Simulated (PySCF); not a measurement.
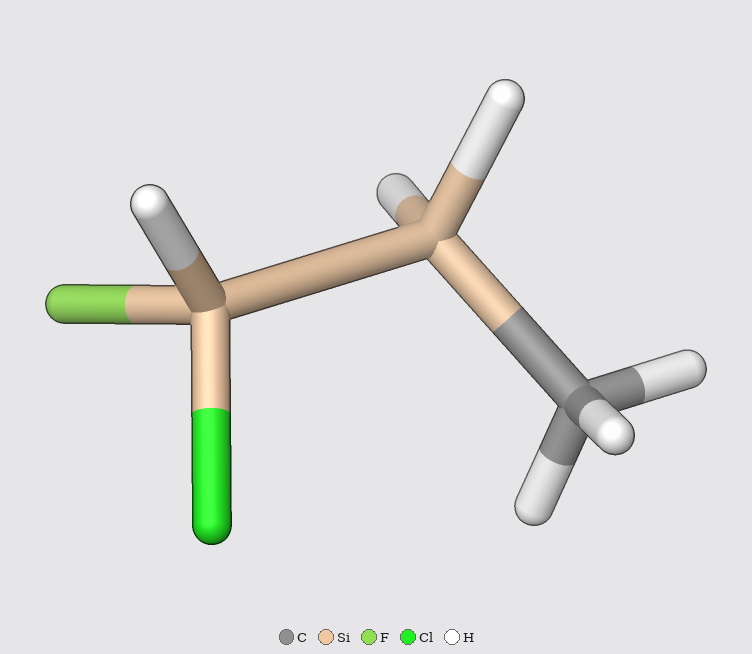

Computed geometry: GFN2-xTB optimisation. No frequency run is at hand to confirm it as a minimum. Level of theory: CAM-B3LYP/def2-SVPD, gas phase (PySCF 2.14.0). Excitations: vertical, linear response.

> Estimate the HOMO–LUMO gap.

9.83 eV.

> Give the mean static polarisability at this level.

78.9 bohr³.

> What is the dipole moment?

2.38 D.

> What is the HOMO energy (Kohn–Sham orbital)?

−9.77 eV.

The geometry is semi-empirical. Around Si such bond lengths and angles can be off by a tenth of an ångström or more and by several degrees, and values that hang on the shape move with them.
